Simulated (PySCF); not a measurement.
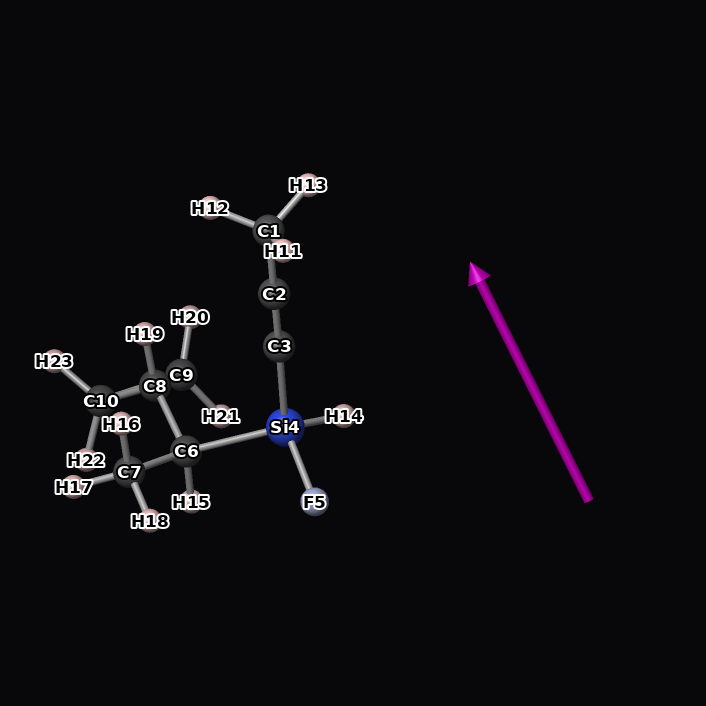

The arrow beside the molecule shows the direction of the dipole moment, from the negative to the positive end (its length means nothing). The geometry was computed by an optimisation with GFN2-xTB. No frequency run is at hand to confirm it as a minimum. Method: PBE0/pcSseg-1, gas phase (PySCF 2.14.0).

**Estimate the dipole moment.**

2.73 D; it points from the side of F5 to the side of H12 (the outermost atoms at the two ends).

The geometry is semi-empirical. Around Si such bond lengths and angles can be off by a tenth of an ångström or more and by several degrees, and values that hang on the shape move with them.
